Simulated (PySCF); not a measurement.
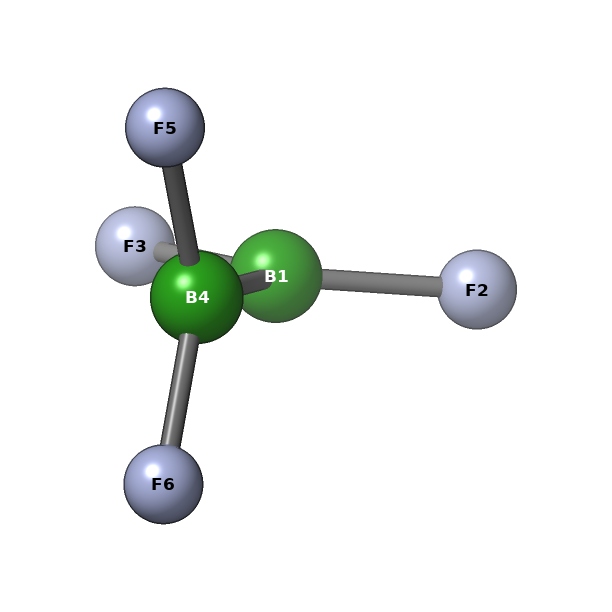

B1 lies behind B4. The molecule seen a little off the B4–B1 bond, B4 in front. Distant atoms are faded towards the background colour. Computed geometry: PBE0-D3(BJ)/def2-SVP optimisation. No frequency run is at hand to confirm it as a minimum.

Question: What is the torsion angle F5–B4–B1–F2? The sign is positive where the front bond must turn clockwise to cover the back bond.

Answer: 96°, about perpendicular.
